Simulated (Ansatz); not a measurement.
# C2H5FGe: how energies converge with the basis set

How large a basis does C2H5FGe need? Two functionals are run in growing sets.

The runs use Ansatz 0.2.0, Gaussian basis; one geometry, several basis sets.

Levels to be run: PBE0-D4/def2-SVP; ωB97M-V/def2-SVP; PBE0-D4/def2-QZVPP; ωB97M-V/def2-QZVPP; the functionals' def2-TZVPP values are taken from earlier runs.

## (1) The geometry

The geometry comes from an earlier relaxation with PBE0-D4 in a triple-zeta def2 set; it is a stationary point, not always the lowest conformer.

9 atoms, charge 0, spin multiplicity 1.

Atoms are counted from 1 here; the program's logs count them from 0.

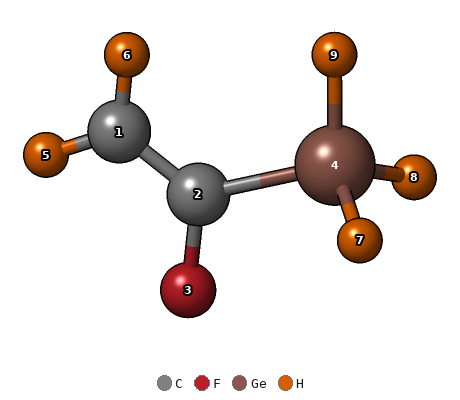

The geometry (carbon grey, fluorine red, germanium brown, hydrogen orange); atoms are numbered from 1 in the order of the file.

## (2) PBE0-D4 in def2-SVP

Contents of in.yaml:

```yaml
crystal:
  periodic: [false, false, false]
  atoms:
    - {symbol: C, position_ang: [0.637050, 1.392422, -0.495079]}
    - {symbol: C, position_ang: [0.560034, 0.073972, -0.443736]}
    - {symbol: F, position_ang: [1.436157, -0.669263, -1.154034]}
    - {symbol: Ge, position_ang: [-0.723995, -0.983702, 0.580435]}
    - {symbol: H, position_ang: [1.388998, 1.892107, -1.095725]}
    - {symbol: H, position_ang: [-0.060857, 1.994110, 0.071016]}
    - {symbol: H, position_ang: [-1.538829, -1.861905, -0.378935]}
    - {symbol: H, position_ang: [0.031203, -1.877885, 1.573261]}
    - {symbol: H, position_ang: [-1.641361, -0.006256, 1.325897]}
basis:
  gaussian: {orbitals: def2-SVP}
hamiltonian: {xc: pbe0, dispersion: d4}
output: {orbitals: {seedname: orbitals}}
```

The run is started by

```console
$ ansatz run in.yaml --threads 4 --pin off --events-out ev --progress --plain --max-ram 10444MiB
```

Standard output:

```text
Functional definition: PBE0
  name "PBE0"
  cite "Adamo & Barone, J. Chem. Phys. 110, 6158 (1999) doi:10.1063/1.478522"
  cite "Perdew, Burke & Ernzerhof, Phys. Rev. Lett. 77, 3865 (1996) doi:10.1103/PhysRevLett.77.3865"
  parent pbe
  parameter a = 0.25
  parameter kappa = 0.804
  parameter beta = 0.06672455060314922
  exchange = (1 - a)*pbe_x(kappa = kappa, mu = beta*pi^2/3) + a*exact_x
  correlation = pbe_c(beta = beta)
991 factors; integrals over basis functions are off by at most 1.4e-3 eV
mean field evaluation 1: about -61362.7002 eV, gradient 3.9e1 eV
mean field evaluation 2: about -61361.3732 eV, gradient 4.4e1 eV
mean field evaluation 4: about -61366.1673 eV, gradient 2.6e0 eV
mean field evaluation 8: about -61366.2686 eV, gradient 2.1e-1 eV
mean field evaluation 16: about -61366.2687 eV, gradient 2.4e-5 eV
mean field -61366.26869861 eV, -2255.1687791232 hartree, gradient 2.4e-5 eV, S^2 0.000000; 0 other end points of the search recorded, 0 dependent functions left out
reference -61366.26872364 eV, -2255.1687800427 hartree; 29, 29 occupied and 70, 70 virtual orbitals, 991 factors
Total energy: -61366.40082610 eV, -2255.1736347187 hartree
```

Run time: 1.1 s. Hardware: 4 threads of Arm Neoverse V1, shared host; peak memory 0.4 GiB.

## (3) ωB97M-V in def2-SVP

in.yaml: that of step 2 with these lines changed.

```diff
@@ -14,3 +14,3 @@
   gaussian: {orbitals: def2-SVP}
-hamiltonian: {xc: pbe0, dispersion: d4}
+hamiltonian: {xc: {name: wB97M-V}}
 output: {orbitals: {seedname: orbitals}}
```

The command is unchanged.

Standard output, shortened:

```text
Functional definition: wB97M-V
  name "wB97M-V"
  cite "Mardirossian & Head-Gordon, J. Chem. Phys. 144, 214110 (2016) doi:10.1063/1.4952647"
  cite "Becke, J. Chem. Phys. 107, 8554 (1997) doi:10.1063/1.475007"
  cite "Vydrov & Van Voorhis, J. Chem. Phys. 133, 244103 (2010) doi:10.1063/1.3521275"
  # Of w^i u^j: cxij and so on, Table III.
[...]
  gx(w, u) = 1 - cx + cx01*u + cx10*w
  gss(w, u) = css00 + css04*u^4 + css10*w + css20*w^2 + css43*w^4*u^3
  gos(w, u) = cos00 + cos10*w + (cos20 + cos21*u)*w^2 + (cos60 + cos61*u)*w^6
[...]
      + integral(e_c_pw_mod_opposite_spin*gos(b97_w_opposite, b97_u_opposite)) + vv10(b, c)
991 factors; integrals over basis functions are off by at most 1.4e-3 eV
262 factors; integrals over basis functions are off by at most 6.5e-6 eV
[...]
mean field -61373.45183345 eV, -2255.4327544596 hartree, gradient 1.7e-5 eV, S^2 0.000000; 0 other end points of the search recorded, 0 dependent functions left out
reference -61373.45187235 eV, -2255.4327558892 hartree; 29, 29 occupied and 70, 70 virtual orbitals, 991 factors
Total energy: -61373.45187235 eV, -2255.4327558892 hartree
```

Run time: 4.2 s. Hardware: 4 threads of Arm Neoverse V1, shared host; peak memory 0.4 GiB.

## (4) PBE0-D4 in def2-QZVPP

in.yaml: that of step 3 with these lines changed.

```diff
@@ -13,4 +13,4 @@
 basis:
-  gaussian: {orbitals: def2-SVP}
-hamiltonian: {xc: {name: wB97M-V}}
+  gaussian: {orbitals: "def2-QZVPP.json"}
+hamiltonian: {xc: pbe0, dispersion: d4}
 output: {orbitals: {seedname: orbitals}}
```

Launched as before.

Standard output:

```text
Functional definition: PBE0
  name "PBE0"
  cite "Adamo & Barone, J. Chem. Phys. 110, 6158 (1999) doi:10.1063/1.478522"
  cite "Perdew, Burke & Ernzerhof, Phys. Rev. Lett. 77, 3865 (1996) doi:10.1103/PhysRevLett.77.3865"
  parent pbe
  parameter a = 0.25
  parameter kappa = 0.804
  parameter beta = 0.06672455060314922
  exchange = (1 - a)*pbe_x(kappa = kappa, mu = beta*pi^2/3) + a*exact_x
  correlation = pbe_c(beta = beta)
1399 factors; their error is unknown
mean field evaluation 1: about -61375.2108 eV, gradient 5.0e1 eV
mean field evaluation 2: about -61373.0121 eV, gradient 5.6e1 eV
mean field evaluation 4: about -61380.3925 eV, gradient 4.7e0 eV
mean field evaluation 8: about -61380.5792 eV, gradient 5.0e-1 eV
mean field evaluation 16: about -61380.5793 eV, gradient 5.8e-5 eV
mean field -61380.57925420 eV, -2255.6946823408 hartree, gradient 5.8e-5 eV, S^2 0.000000; 0 other end points of the search recorded, 0 dependent functions left out
reference -61380.57929195 eV, -2255.6946837281 hartree; 29, 29 occupied and 381, 381 virtual orbitals, 1399 factors
Total energy: -61380.71139441 eV, -2255.6995384041 hartree
```

Run time: 6.5 s. Hardware: 4 threads of Arm Neoverse V1, shared host; peak memory 1.3 GiB.

## (5) ωB97M-V in def2-QZVPP

in.yaml: that of step 4 with these lines changed.

```diff
@@ -14,3 +14,3 @@
   gaussian: {orbitals: "def2-QZVPP.json"}
-hamiltonian: {xc: pbe0, dispersion: d4}
+hamiltonian: {xc: {name: wB97M-V}}
 output: {orbitals: {seedname: orbitals}}
```

The command is unchanged.

Standard output, shortened:

```text
Functional definition: wB97M-V
  name "wB97M-V"
  cite "Mardirossian & Head-Gordon, J. Chem. Phys. 144, 214110 (2016) doi:10.1063/1.4952647"
  cite "Becke, J. Chem. Phys. 107, 8554 (1997) doi:10.1063/1.475007"
  cite "Vydrov & Van Voorhis, J. Chem. Phys. 133, 244103 (2010) doi:10.1063/1.3521275"
  # Of w^i u^j: cxij and so on, Table III.
[...]
  gx(w, u) = 1 - cx + cx01*u + cx10*w
  gss(w, u) = css00 + css04*u^4 + css10*w + css20*w^2 + css43*w^4*u^3
  gos(w, u) = cos00 + cos10*w + (cos20 + cos21*u)*w^2 + (cos60 + cos61*u)*w^6
[...]
      + integral(e_c_pw_mod_opposite_spin*gos(b97_w_opposite, b97_u_opposite)) + vv10(b, c)
1387 factors; their error is unknown
317 factors; integrals over basis functions are off by at most 1.3e-5 eV
[...]
mean field -61387.91318523 eV, -2255.9641993353 hartree, gradient 1.1e-5 eV, S^2 0.000000; 0 other end points of the search recorded, 0 dependent functions left out
reference -61387.91324558 eV, -2255.9642015529 hartree; 29, 29 occupied and 381, 381 virtual orbitals, 1387 factors
Total energy: -61387.91324558 eV, -2255.9642015529 hartree
```

It took 15 s on 4 threads of Arm Neoverse V1, shared host; peak memory 1.6 GiB.

## (6) Functionals by basis

The def2-TZVPP values come from earlier runs at the same geometry.

```csv
functional,basis,functions,energy (eV),from the largest (eV),HOMO (eV),LUMO (eV)
PBE0-D4,def2-SVP,99,-61366.4008,14.311,-7.65,-0.01
PBE0-D4,def2-TZVPP,211,-61379.2275,1.484,-7.73,-0.19
PBE0-D4,def2-QZVPP,410,-61380.7114,0.000,-7.75,-0.25
ωB97M-V,def2-SVP,99,-61373.4519,14.461,-9.87,2.17
ωB97M-V,def2-TZVPP,211,-61386.4670,1.446,-9.98,1.93
ωB97M-V,def2-QZVPP,410,-61387.9132,0.000,-10.00,1.81
```

## (7) Results

| quantity | value |
| --- | --- |
| PBE0-D4: double and triple zeta above quadruple | 14.31, 1.48 eV |
| ωB97M-V: double and triple zeta above quadruple | 14.46, 1.45 eV |

What this shows: PBE0-D4 gains 12.83 eV from double to triple zeta, then 1.48 eV more. Total energies overstate the basis error of differences, where much of it tends to cancel.

For PBE0-D4 the largest set took about 6 times as long as the smallest (6.5 s against 1.1 s).
